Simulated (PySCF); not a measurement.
# CdCl₃⁻: one geometry, several methods

How much do the numbers for CdCl₃⁻ (singlet) hang on the method? All levels run at one geometry, the PBE0 minimum.

The runs use PySCF 2.14.0; several methods, basis Cd def2-SVPD with ECP28, Cl def2-SVPD, scalar-relativistic core potentials, no spin–orbit coupling, density fitting.

## Step 1: The system as given

4 atoms, charge -1, spin multiplicity 1.

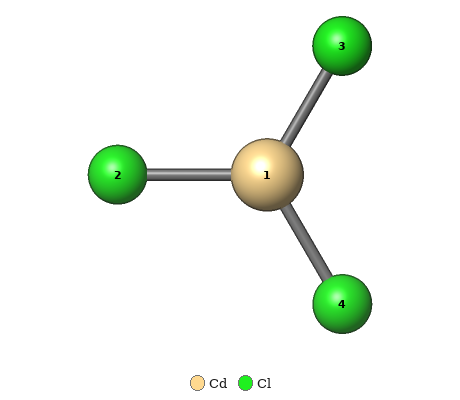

Start geometry, drawn with cadmium orange, chlorine green; atoms are numbered from 1 in the order of the file.

Coordinates in bohr (charge -1 multiplicity 1):
```
Cd    0.0000    0.0000    0.0164
Cl    0.0000    0.0000    4.5969
Cl    3.9637    0.0000   -2.2799
Cl   -3.9637    0.0000   -2.2799
```

## Step 2: Fields at the lowest minimum

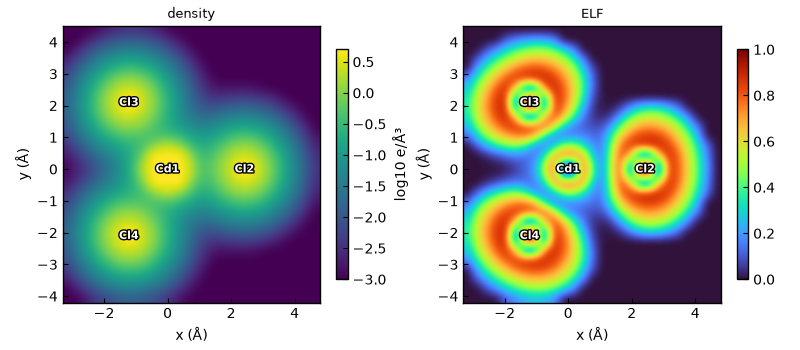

The plane holds Cd1 at (0.00, 0.00), Cl2 at (2.42, 0.00), Cl3 at (-1.22, 2.10), Cl4 at (-1.22, -2.10) Å. ELF is set to 0 where the density is under 0.005 e/Å³; an orbital's overall sign is arbitrary. Electrons inside core potentials are absent.

Orbitals, density, ELF and potential are computed afterwards from the orbital file.

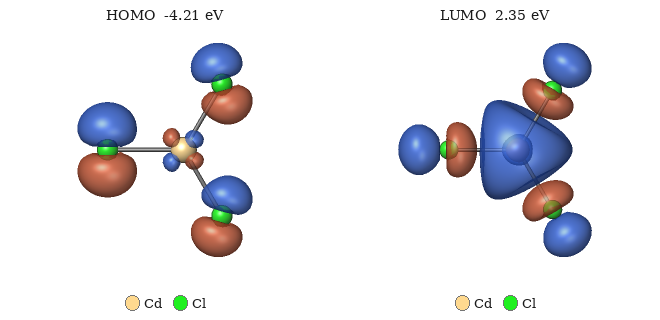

PBE0 orbitals near the gap, drawn at the value that encloses 70 % of each; the two colours are the two signs.

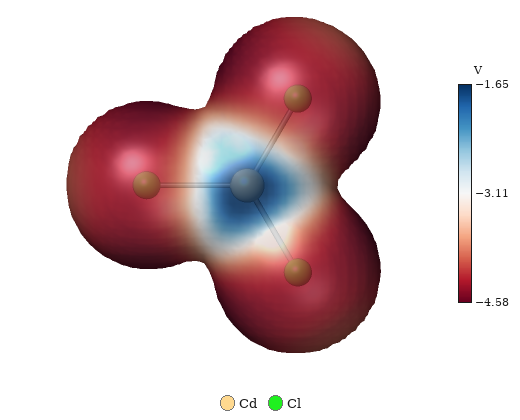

Electrostatic potential on the surface of density 0.002 e/bohr³; red is low, blue high. It runs, from the 1st to the 99th percentile, from -4.58 V near Cl4 to -1.65 V near Cd1.

Values on the line from Cd1 (at 0) through Cl2 (at 2.424 Å):

```
distance (Å)  density (e/Å³)    ELF  electrostatic potential (V)
       -0.85            1.25  0.384                         19.6
        0.73            2.71   0.52                           35
        0.97           0.666  0.158                         11.8
        1.21           0.433  0.223                         4.98
        1.45             0.7  0.747                         6.96
        1.70            1.37  0.801                         23.5
        1.94            2.24  0.117                         79.9
        2.18            36.9  0.842                          318
        2.55             171  0.564                     1.03e+03
        2.79            5.99  0.203                          148
        3.03            1.71  0.561                         42.5
        3.27           0.862  0.857                         10.6
        3.51           0.336   0.79                        0.286
        3.76           0.132  0.629                        -3.01
```

Making the fields ran for 6.7 s (2 threads of Intel Xeon at 2.50GHz (Skylake/Cascade Lake), shared host).

## Step 3: PBE0

The steps are one call of a driver around PySCF; scf.py gives each level's set-up. Each SCF starts from the density of the minimum. The driver also runs the species with one electron less or more at the same geometry; their logs are not shown.

Contents of scf.py:

```python
from pyscf import gto, scf, dft
mol = gto.M(atom='''
Cd    -0.000000    -0.000000     0.008687
Cl    -0.000000    -0.000000     2.432575
Cl     2.097525    -0.000000    -1.206485
Cl    -2.097525     0.000000    -1.206485''',
    basis={'Cd': 'def2-SVPD', 'Cl': 'def2-SVPD'},
    ecp={'Cd': 'def2-SVPD'},
    charge=-1, spin=0)
mf = dft.RKS(mol, xc='PBE0')
mf.grids.atom_grid = (75, 302)
aux = {'Cd': 'def2-universal-JKFIT', 'Cl': 'def2-universal-JKFIT'}
mf = mf.density_fit(auxbasis=aux)
mf.conv_tol = 1e-08
mf.diis_space = 10
mf.max_cycle = 60
mf.verbose = 4
mf.kernel()
```

Launch:

```console
> OMP_NUM_THREADS=2 python axn.py task.json out
```

The log of the run:

```text
init E= -1547.71296006805
  HOMO = -0.154738562080731  LUMO = 0.0862402095434833  gap/eV = 6.55737
cycle= 1 E= -1547.71296006805  delta_E= -4.55e-13  |g|= 5.72e-06  |ddm|= 1.09e-05
  HOMO = -0.154738322995871  LUMO = 0.0862411298940654  gap/eV = 6.55738
Extra cycle  E= -1547.71296006804  delta_E= 6.14e-12  |g|= 7.12e-06  |ddm|= 1.35e-05
converged SCF energy = -1547.71296006804
```

This level, with the species of one electron less or more, took 8.5 s.

- energy: -1547.712960 Eh
- one electron less (charge +0): -1547.488758 Eh (doublet, ⟨S²⟩ 0.75)
- Mulliken charge of Cd1: +1.16 e

## Step 4: HF

Changes to scf.py since step 3:

```diff
@@ -10,2 +10 @@
-mf = dft.RKS(mol, xc='PBE0')
-mf.grids.atom_grid = (75, 302)
+mf = scf.RHF(mol)
```

The log of the run, cut to the lines that bear on the results:

```text
[... the frontier levels of the middle cycles are left out ...]
init E= -1545.15034704554
  HOMO = -0.265209128292763  LUMO = 0.187867300256976  gap/eV = 12.32884
cycle= 1 E= -1545.17264178465  delta_E= -0.0223  |g|= 0.0606  |ddm|= 0.426
  HOMO = -0.270293719734313  LUMO = 0.186951810159809  gap/eV = 12.44228
cycle= 2 E= -1545.17404799116  delta_E= -0.00141  |g|= 0.017  |ddm|= 0.145
  HOMO = -0.270110609865996  LUMO = 0.187203633516903  gap/eV = 12.44415
cycle= 3 E= -1545.17420684664  delta_E= -0.000159  |g|= 0.00701  |ddm|= 0.0381
cycle= 4 E= -1545.17423009685  delta_E= -2.33e-05  |g|= 0.00151  |ddm|= 0.0189
cycle= 5 E= -1545.1742319139  delta_E= -1.82e-06  |g|= 0.000501  |ddm|= 0.00379
cycle= 6 E= -1545.17423210302  delta_E= -1.89e-07  |g|= 8.01e-05  |ddm|= 0.0012
cycle= 7 E= -1545.17423210823  delta_E= -5.21e-09  |g|= 1.29e-05  |ddm|= 0.000213
  HOMO = -0.270498083562254  LUMO = 0.187261747889298  gap/eV = 12.45628
Extra cycle  E= -1545.17423210833  delta_E= -1e-10  |g|= 5.09e-06  |ddm|= 3.41e-05
converged SCF energy = -1545.17423210833
```

This level, with the species of one electron less or more, took 4.1 s.

- energy: -1545.174232 Eh
- one electron less (charge +0): -1544.922394 Eh (doublet, ⟨S²⟩ 0.78)
- Mulliken charge of Cd1: +1.42 e

## Step 5: PBE

Changes to scf.py since step 4:

```diff
@@ -10 +10,2 @@
-mf = scf.RHF(mol)
+mf = dft.RKS(mol, xc='PBE')
+mf.grids.atom_grid = (75, 302)
```

The log of the run, cut to the lines that bear on the results:

```text
[... the frontier levels of the middle cycles are left out ...]
init E= -1547.59927824439
  HOMO = -0.101197460216673  LUMO = 0.0573261886678586  gap/eV = 4.31365
cycle= 1 E= -1547.60263821354  delta_E= -0.00336  |g|= 0.0469  |ddm|= 0.302
  HOMO = -0.109945753847931  LUMO = 0.0541983924652554  gap/eV = 4.46659
cycle= 2 E= -1547.60232221833  delta_E= 0.000316  |g|= 0.0554  |ddm|= 0.13
  HOMO = -0.105312073965756  LUMO = 0.0553252112638964  gap/eV = 4.37116
cycle= 3 E= -1547.6031764297  delta_E= -0.000854  |g|= 0.0114  |ddm|= 0.0766
cycle= 4 E= -1547.60320632195  delta_E= -2.99e-05  |g|= 0.00143  |ddm|= 0.0141
cycle= 5 E= -1547.60320699071  delta_E= -6.69e-07  |g|= 0.000305  |ddm|= 0.00264
cycle= 6 E= -1547.60320702282  delta_E= -3.21e-08  |g|= 6.82e-05  |ddm|= 0.000402
cycle= 7 E= -1547.60320702415  delta_E= -1.33e-09  |g|= 9.68e-07  |ddm|= 8.58e-05
  HOMO = -0.105644762924396  LUMO = 0.0554413443012531  gap/eV = 4.38338
Extra cycle  E= -1547.60320702415  delta_E= -1.82e-12  |g|= 8.72e-07  |ddm|= 2.13e-06
converged SCF energy = -1547.60320702415
```

This level, with the species of one electron less or more, took 2.3 min.

| Property | Result |
| --- | --- |
| energy | -1547.603207 Eh |
| one electron less (charge +0) | -1547.403433 Eh (doublet, ⟨S²⟩ 0.75) |
| Mulliken charge of Cd1 | +1.05 e |

## Step 6: B3LYP

Changes to scf.py since step 5:

```diff
@@ -10 +10 @@
-mf = dft.RKS(mol, xc='PBE')
+mf = dft.RKS(mol, xc='B3LYP')
```

The log of the run:

```text
init E= -1548.27037889494
  HOMO = -0.142878292791593  LUMO = 0.0771871895563617  gap/eV = 5.98829
cycle= 1 E= -1548.27172148316  delta_E= -0.00134  |g|= 0.0115  |ddm|= 0.241
  HOMO = -0.143801922900174  LUMO = 0.0749244887734316  gap/eV = 5.95185
cycle= 2 E= -1548.27169636193  delta_E= 2.51e-05  |g|= 0.0152  |ddm|= 0.0339
  HOMO = -0.144515696558194  LUMO = 0.0752291922675276  gap/eV = 5.97956
cycle= 3 E= -1548.27175530238  delta_E= -5.89e-05  |g|= 0.000663  |ddm|= 0.0176
  HOMO = -0.144622485097953  LUMO = 0.0750871011741295  gap/eV = 5.97860
cycle= 4 E= -1548.27175540541  delta_E= -1.03e-07  |g|= 0.000373  |ddm|= 0.00128
  HOMO = -0.144584234763081  LUMO = 0.0751246041335249  gap/eV = 5.97858
cycle= 5 E= -1548.27175544884  delta_E= -4.34e-08  |g|= 2.31e-05  |ddm|= 0.000419
  HOMO = -0.144587025331456  LUMO = 0.0751235283741528  gap/eV = 5.97863
cycle= 6 E= -1548.27175544897  delta_E= -1.36e-10  |g|= 7.81e-06  |ddm|= 3.86e-05
  HOMO = -0.144586025637966  LUMO = 0.0751238896569922  gap/eV = 5.97861
Extra cycle  E= -1548.27175544898  delta_E= -1.02e-11  |g|= 6.78e-06  |ddm|= 1.73e-05
converged SCF energy = -1548.27175544898
```

This level, with the species of one electron less or more, ran for 45 s (2 threads of Intel Xeon at 2.50GHz (Skylake/Cascade Lake), shared host).

| Property | Result |
| --- | --- |
| energy | -1548.271755 Eh |
| one electron less (charge +0) | -1548.052495 Eh (doublet, ⟨S²⟩ 0.75) |
| Mulliken charge of Cd1 | +1.09 e |

## Step 7: r2SCAN

Changes to scf.py since step 6:

```diff
@@ -10,2 +10,2 @@
-mf = dft.RKS(mol, xc='B3LYP')
-mf.grids.atom_grid = (75, 302)
+mf = dft.RKS(mol, xc='R2SCAN')
+mf.grids.atom_grid = (90, 434)
```

The log of the run:

```text
init E= -1548.14612870515
  HOMO = -0.11675036379628  LUMO = 0.0660784056844522  gap/eV = 4.97502
cycle= 1 E= -1548.14690046214  delta_E= -0.000772  |g|= 0.0221  |ddm|= 0.178
  HOMO = -0.11842717513407  LUMO = 0.0678040589554104  gap/eV = 5.06761
cycle= 2 E= -1548.14670092332  delta_E= 0.0002  |g|= 0.035  |ddm|= 0.0661
  HOMO = -0.117283730495609  LUMO = 0.0667758955421033  gap/eV = 5.00852
cycle= 3 E= -1548.14702776497  delta_E= -0.000327  |g|= 0.00135  |ddm|= 0.0413
  HOMO = -0.117096799713242  LUMO = 0.0669780537654645  gap/eV = 5.00893
cycle= 4 E= -1548.14702831857  delta_E= -5.54e-07  |g|= 0.000142  |ddm|= 0.00173
  HOMO = -0.117090974433674  LUMO = 0.0669871202898155  gap/eV = 5.00902
cycle= 5 E= -1548.14702832416  delta_E= -5.59e-09  |g|= 3.19e-05  |ddm|= 0.000212
  HOMO = -0.117086561435258  LUMO = 0.0669852481138749  gap/eV = 5.00885
Extra cycle  E= -1548.14702832374  delta_E= 4.12e-10  |g|= 4.93e-05  |ddm|= 0.000108
converged SCF energy = -1548.14702832374
```

This level, with the species of one electron less or more, took 5.1 min.

```
energy                        : -1548.147028 Eh
one electron less (charge +0) : -1547.937485 Eh (doublet, ⟨S²⟩ 0.75)
Mulliken charge of Cd1        : +1.17 e
```

## Step 8: TPSSh

Changes to scf.py since step 7:

```diff
@@ -10 +10 @@
-mf = dft.RKS(mol, xc='R2SCAN')
+mf = dft.RKS(mol, xc='TPSSH')
```

The log of the run:

```text
init E= -1548.15098599638
  HOMO = -0.128265412541652  LUMO = 0.0746407247170305  gap/eV = 5.52136
cycle= 1 E= -1548.1513096504  delta_E= -0.000324  |g|= 0.0231  |ddm|= 0.115
  HOMO = -0.129702799029659  LUMO = 0.0722756391716016  gap/eV = 5.49611
cycle= 2 E= -1548.15127515441  delta_E= 3.45e-05  |g|= 0.0257  |ddm|= 0.054
  HOMO = -0.129030372318144  LUMO = 0.0737859951804902  gap/eV = 5.51891
cycle= 3 E= -1548.15140130575  delta_E= -0.000126  |g|= 0.00335  |ddm|= 0.0295
  HOMO = -0.128870631179677  LUMO = 0.0736880103212153  gap/eV = 5.51190
cycle= 4 E= -1548.15140476083  delta_E= -3.46e-06  |g|= 0.000275  |ddm|= 0.00426
  HOMO = -0.128913901364212  LUMO = 0.0736598903397539  gap/eV = 5.51231
cycle= 5 E= -1548.15140478171  delta_E= -2.09e-08  |g|= 5.73e-05  |ddm|= 0.000375
  HOMO = -0.128905777011054  LUMO = 0.073666994675565  gap/eV = 5.51229
cycle= 6 E= -1548.15140478272  delta_E= -1e-09  |g|= 5.14e-06  |ddm|= 7.27e-05
  HOMO = -0.128906202825385  LUMO = 0.0736665887315098  gap/eV = 5.51229
Extra cycle  E= -1548.15140478272  delta_E= -4.55e-13  |g|= 4.1e-06  |ddm|= 1.03e-05
converged SCF energy = -1548.15140478272
```

This level, with the species of one electron less or more, took 34 s.

- energy: -1548.151405 Eh
- one electron less (charge +0): -1547.937727 Eh (doublet, ⟨S²⟩ 0.75)
- Mulliken charge of Cd1: +1.15 e

## Step 9: HSE06

Changes to scf.py since step 8:

```diff
@@ -10,2 +10,2 @@
-mf = dft.RKS(mol, xc='TPSSH')
-mf.grids.atom_grid = (90, 434)
+mf = dft.RKS(mol, xc='HSE06')
+mf.grids.atom_grid = (75, 302)
```

The log of the run:

```text
init E= -1547.76678358196
  HOMO = -0.139916029378703  LUMO = 0.0718249584754854  gap/eV = 5.76177
cycle= 1 E= -1547.76684290819  delta_E= -5.93e-05  |g|= 0.00316  |ddm|= 0.0578
  HOMO = -0.140199425935068  LUMO = 0.0715861573899946  gap/eV = 5.76298
cycle= 2 E= -1547.76684345759  delta_E= -5.49e-07  |g|= 0.00254  |ddm|= 0.00716
  HOMO = -0.140124342129075  LUMO = 0.0716517317086805  gap/eV = 5.76272
cycle= 3 E= -1547.76684462778  delta_E= -1.17e-06  |g|= 0.000239  |ddm|= 0.00288
  HOMO = -0.140130797026748  LUMO = 0.0716216289566799  gap/eV = 5.76208
cycle= 4 E= -1547.76684463612  delta_E= -8.34e-09  |g|= 0.000137  |ddm|= 0.000424
  HOMO = -0.140136844571611  LUMO = 0.0716242178285312  gap/eV = 5.76231
cycle= 5 E= -1547.76684464203  delta_E= -5.91e-09  |g|= 7.25e-06  |ddm|= 0.000151
  HOMO = -0.140134177282965  LUMO = 0.0716269386270679  gap/eV = 5.76231
Extra cycle  E= -1547.76684464204  delta_E= -8.19e-12  |g|= 7.55e-06  |ddm|= 2.08e-05
converged SCF energy = -1547.76684464204
```

This level, with the species of one electron less or more, took 19 s.

```
energy                        : -1547.766845 Eh
one electron less (charge +0) : -1547.544308 Eh (doublet, ⟨S²⟩ 0.75)
Mulliken charge of Cd1        : +1.13 e
```

## Step 10: LC-wPBE

Changes to scf.py since step 9:

```diff
@@ -10 +10 @@
-mf = dft.RKS(mol, xc='HSE06')
+mf = dft.RKS(mol, xc='LC_WPBE')
```

The log of the run:

```text
init E= -1547.81041880094
  HOMO = -0.257121763793624  LUMO = 0.159833247830351  gap/eV = 11.34592
cycle= 1 E= -1547.81517140353  delta_E= -0.00475  |g|= 0.0317  |ddm|= 0.229
  HOMO = -0.254345232282424  LUMO = 0.160749240869823  gap/eV = 11.29530
cycle= 2 E= -1547.81548677659  delta_E= -0.000315  |g|= 0.0185  |ddm|= 0.0682
  HOMO = -0.255059966210363  LUMO = 0.161977064163776  gap/eV = 11.34816
cycle= 3 E= -1547.81556854399  delta_E= -8.18e-05  |g|= 0.00468  |ddm|= 0.026
  HOMO = -0.255125394277418  LUMO = 0.162096473928544  gap/eV = 11.35319
cycle= 4 E= -1547.81557784602  delta_E= -9.3e-06  |g|= 0.000454  |ddm|= 0.0114
  HOMO = -0.255017488942216  LUMO = 0.162158753777204  gap/eV = 11.35194
cycle= 5 E= -1547.81557793836  delta_E= -9.23e-08  |g|= 0.000142  |ddm|= 0.00126
  HOMO = -0.255044326354721  LUMO = 0.162144881188833  gap/eV = 11.35230
cycle= 6 E= -1547.81557794742  delta_E= -9.06e-09  |g|= 2.48e-05  |ddm|= 0.000386
  HOMO = -0.255044839421287  LUMO = 0.162144995528234  gap/eV = 11.35231
Extra cycle  E= -1547.81557794796  delta_E= -5.42e-10  |g|= 1.01e-05  |ddm|= 8.99e-05
converged SCF energy = -1547.81557794796
```

This level, with the species of one electron less or more, ran for 20 s (2 threads of Intel Xeon at 2.50GHz (Skylake/Cascade Lake), shared host).

* energy: -1547.815578 Eh
* one electron less (charge +0): -1547.553891 Eh (doublet, ⟨S²⟩ 0.76)
* Mulliken charge of Cd1: +1.24 e

The dipole of an ion depends on the origin, here the centre of mass.

## Step 11: All levels side by side

| level | vertical ionisation energy (eV) | −ε(HOMO) (eV) | gap (eV) | dipole (D) | wall time |
| --- | --- | --- | --- | --- | --- |
| PBE0 | 6.10 | 4.21 | 6.56 | 0.01 | 8.5 s |
| HF | 6.85 | 7.36 | 12.46 | 0.02 | 4.1 s |
| PBE | 5.44 | 2.87 | 4.38 | 0.01 | 2.3 min |
| B3LYP | 5.97 | 3.93 | 5.98 | 0.01 | 45 s |
| r2SCAN | 5.70 | 3.19 | 5.01 | 0.01 | 5.1 min |
| TPSSh | 5.81 | 3.51 | 5.51 | 0.01 | 34 s |
| HSE06 | 6.06 | 3.81 | 5.76 | 0.01 | 19 s |
| LC-wPBE | 7.12 | 6.94 | 11.35 | 0.01 | 20 s |

Times are for 2 threads of Intel Xeon at 2.50GHz (Skylake/Cascade Lake), shared host; PBE0 starts from its own converged density, so its time is not comparable. A dash stands where a species or a free atom was not run at that level, or the quantity is not defined.

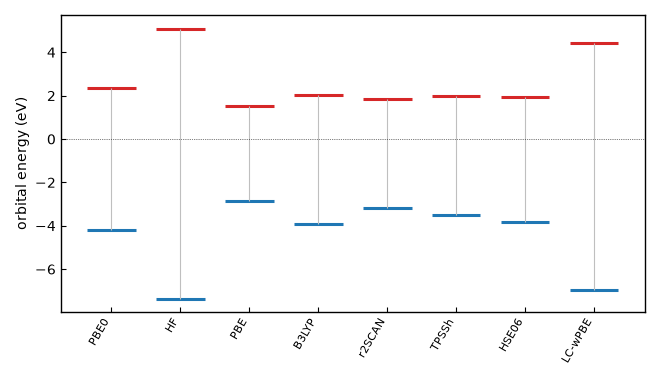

Highest occupied (blue) and lowest empty (red) levels by method.

## Step 12: Outcome

| quantity | value |
| --- | --- |
| vertical ionisation energy, range | 5.44 (PBE) to 7.12 (LC-wPBE) eV |
| orbital gap, range | 4.38 (PBE) to 12.46 (HF) eV |

What this shows: The vertical ionisation energy spreads over 1.68 eV, from PBE to LC-wPBE; without a CCSD(T) value for it there is no yardstick here. The stability of the closed-shell solution was not tested.
